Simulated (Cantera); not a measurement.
A closed system holds: 1 mol Cu, 11 mol H₂O, 0.59 mol CO, held at 300 Torr.

Method: chemical equilibrium by Gibbs-energy minimisation in Cantera with the NASA 1993 tables (ideal gas, pure condensed phases). Candidate condensed phases: C, C₆H₆, C₇H₈, C₈H₁₈, Cu, CuO, Cu(OH)₂, Cu₂O, H₂O; 113 gas species. Equilibrium is a limit: real reactors are often held back by kinetics, nucleation or transport.

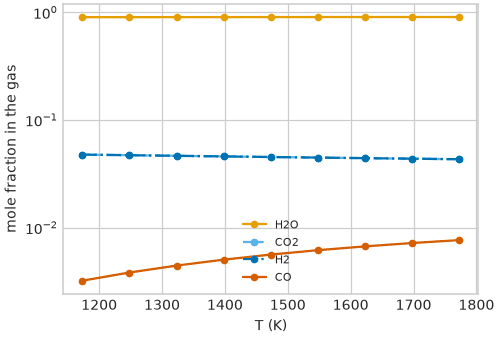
Equilibrium gas composition (values under 1e-9 drawn at 1e-9)

**Question.** Read off the mole fractions at 1773 K.

**Answer.** H₂O about 0.90, H₂ about 0.043, CO₂ about 0.043, CO about 0.0077.
